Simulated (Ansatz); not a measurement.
# C2H5AlCl (doublet): what the fields show

Input file:

```
crystal:
  periodic: [false, false, false]
  atoms:
    - {symbol: C, position_ang: [2.177813, -0.000779, 0.466636]}
    - {symbol: C, position_ang: [0.688992, -0.313538, 0.587520]}
    - {symbol: Al, position_ang: [0.264007, -2.102853, 1.336546]}
    - {symbol: Cl, position_ang: [1.832336, -3.545322, 1.247821]}
    - {symbol: H, position_ang: [2.348782, 0.972351, -0.023739]}
    - {symbol: H, position_ang: [2.668527, 0.042975, 1.451608]}
    - {symbol: H, position_ang: [2.710452, -0.765140, -0.119440]}
    - {symbol: H, position_ang: [0.156024, 0.445008, 1.187053]}
    - {symbol: H, position_ang: [0.195156, -0.299253, -0.403328]}
basis:
  gaussian:
    orbitals: def2-TZVPD
magnetization:
  spin_polarized: true
  initial_magnetization: 1
hamiltonian:
  xc: pbe0
output: {forces: true, orbitals: {seedname: orbitals}}
```

Run with:

```sh
ansatz run input.yaml --threads 2 --pin off --max-ram 4350MiB --events-out events.jsonl --progress --plain --runs-dir runs
```

Geometry: PBE0-D3(BJ)/def2-SVP.

Level of theory: isolated molecule in a Gaussian basis; Kohn-Sham density functional theory, functional PBE0 in Ansatz.

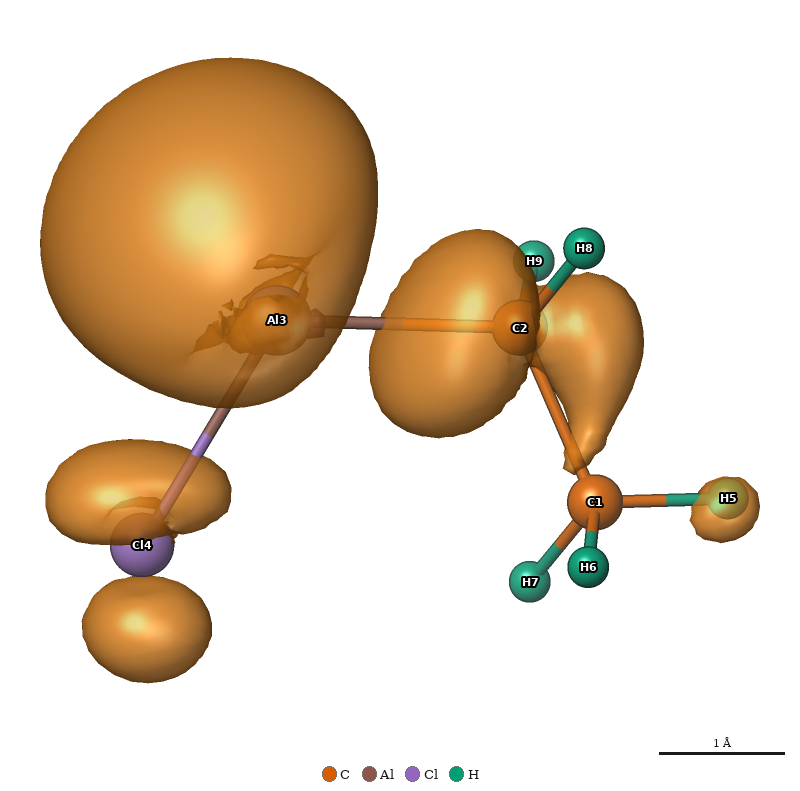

Figure 1. Isosurfaces of the spin density at +0.015 (orange) and −0.015 e/Å³ (purple), seen across its widest extent.

> Which atoms carry the spin?

The unpaired spin (1 electron) lies mostly on Al3 (about 0.8) and C2 (about 0.1), in electrons by Hirshfeld's partition.

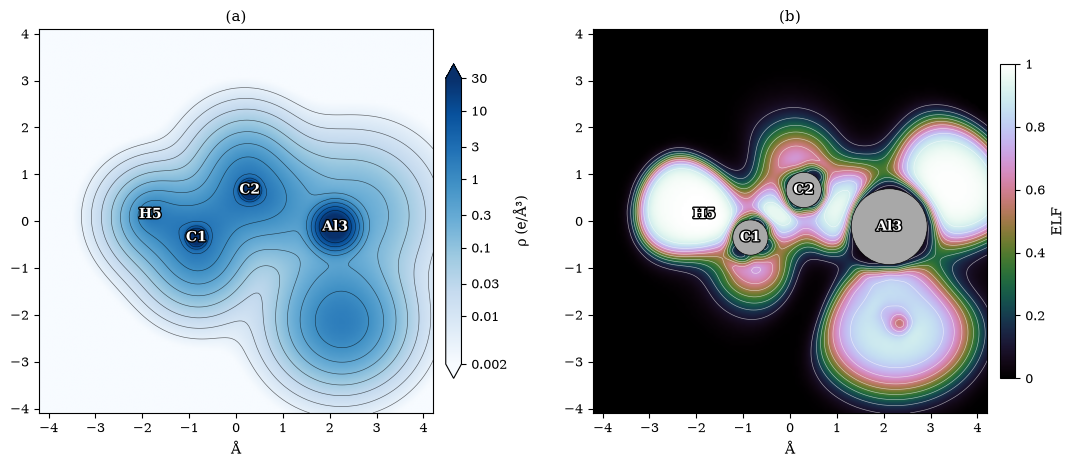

Figure 2. (a) total electron density; (b) ELF on the plane of atoms C1, C2 and Al3. Grey discs cover the atomic cores in the ELF map.

> Read the bonding off the picture.

The plane passes through C, Al and H nuclei.
C–C (1.53 Å): the density is about 1.6 e/Å³ at the midpoint; the ELF peaks at about 0.95 between the atoms, as expected for localised, covalent bonding.
C–Al (1.99 Å): ρ at the midpoint is about 0.68 e/Å³; the ELF peaks at about 0.95 between the atoms; a polar covalent bond.
C–H (1.10 Å): ρ at the midpoint is about 1.9 e/Å³; the ELF climbs to about 1 towards the hydrogen, as it does in any bond to H; an ordinary covalent bond to hydrogen.
The ELF also peaks beside Cl4, away from the bonds: non-bonding electrons, paired or unpaired.

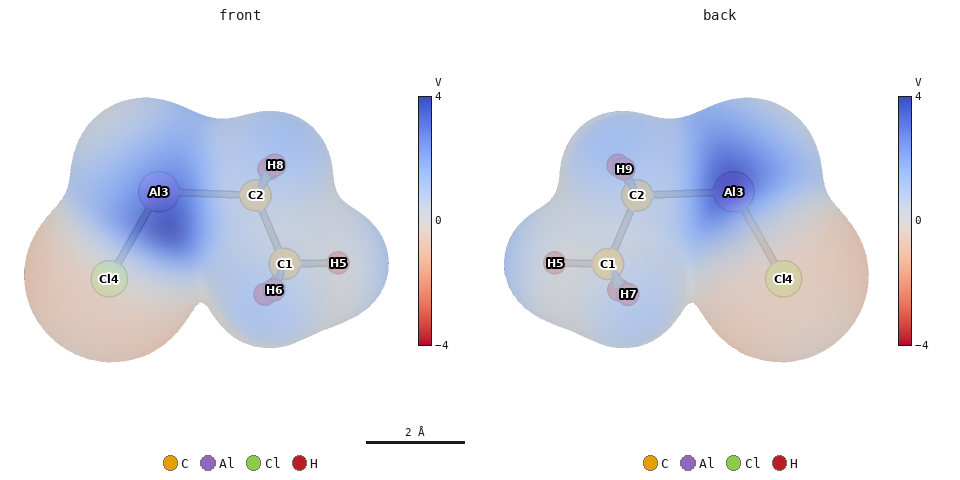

Figure 3. The electrostatic potential painted on the density surface at 0.004 e/bohr³, seen from the front and from behind; the colour scale runs from red (negative) to blue (positive).

> Which sites attract a positive test charge, and which a negative one?

A positive charge is drawn to the negative regions and a negative charge to the positive ones. The most negative region (about −0.7 V) lies over Cl4, the most positive (about +3.8 V) over Al3.

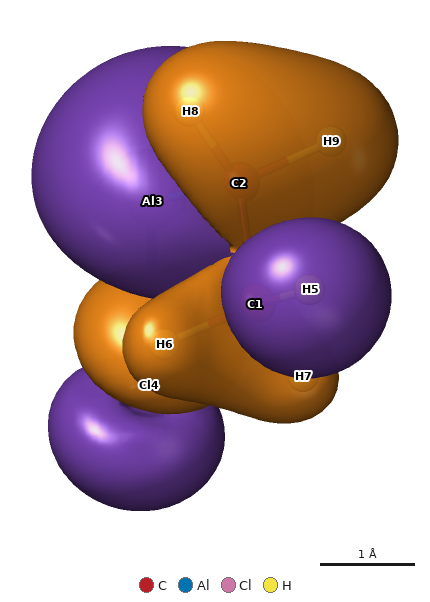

Figure 4. The HOMO (β) at ±0.08 Å⁻³ᐟ² (orange and purple are the two phases), seen at an oblique angle.

> Where does this orbital lie, and at what energy?

It lies mainly on C2 (about 35 %), Al3 (about 25 %), Cl4 (about 15 %) and C1 (about 10 %). Its energy is −8.14 eV.
